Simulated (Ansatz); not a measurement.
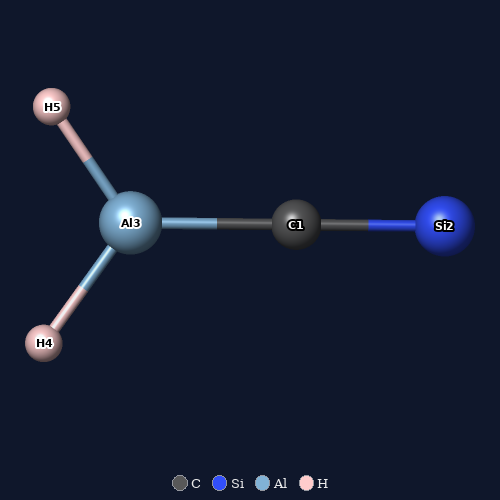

The system is CH₂AlSi, charge −1; the picture shows the grid point nearest to the relaxed geometry. 
- Two internal coordinates are moved rigidly from the geometry relaxed at PBE0-D4/def2-TZVP, all others fixed.
- Coordinates scanned: (1) bond Al3–H4; (2) bond Al3–H5.
- The grid has 7 × 7 points.
- Energies: kJ/mol, counted from the lowest grid point.
- These are results of RKS PBE0-D4/def2-TZVPPD in Ansatz, not measurements.

Its coordinates:

```xyz
5

C     0.3241   -0.8704    0.6807
Si    0.7916   -2.1248    1.6606
Al   -0.1975    0.5300   -0.4142
H    -1.4823    0.4906   -1.4599
H     0.5149    1.9317   -0.4876
```

Range: bond Al3–H4 from 1.459 to 1.945 Å; bond Al3–H5 from 1.329 to 2.351 Å.

Question: Predict the map.

Answer: The lowest grid point is at bond Al3–H4 = 1.657 Å, bond Al3–H5 = 1.574 Å. The bottom of the well lies between grid points, at about bond Al3–H4 = 1.620 Å, bond Al3–H5 = 1.619 Å, about 2 kJ/mol lower on the interpolated surface. No other kind of well shows on this grid. The highest grid point, bond Al3–H4 = 1.945 Å, bond Al3–H5 = 2.351 Å, lies 157 kJ/mol above the lowest. Round the minimum the contours are nearly round: the two directions are equally stiff and uncoupled.

```
bond Al3–H5 ↓, bond Al3–H4 →  1.459  1.506  1.576  1.657  1.746  1.843  1.945
                       2.351    130    121    116    117    125    140    157
                       2.135     85     77     71     72     80     94    111
                       1.932     47     39     32     33     40     53     70
                       1.744     22     13      6      6     13     25     42
                       1.574     17      8      1      0      6     19     34
                       1.429     43     33     25     24     30     42     57
                       1.329     88     78     70     68     74     85    100
```

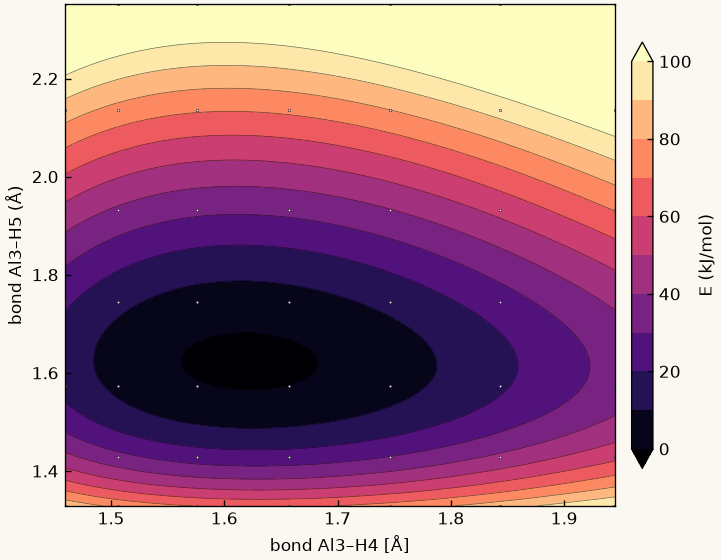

The picture shows filled contours, dots at the grid points, one colour for all values above the top of the scale. Between grid points the surface is interpolated.
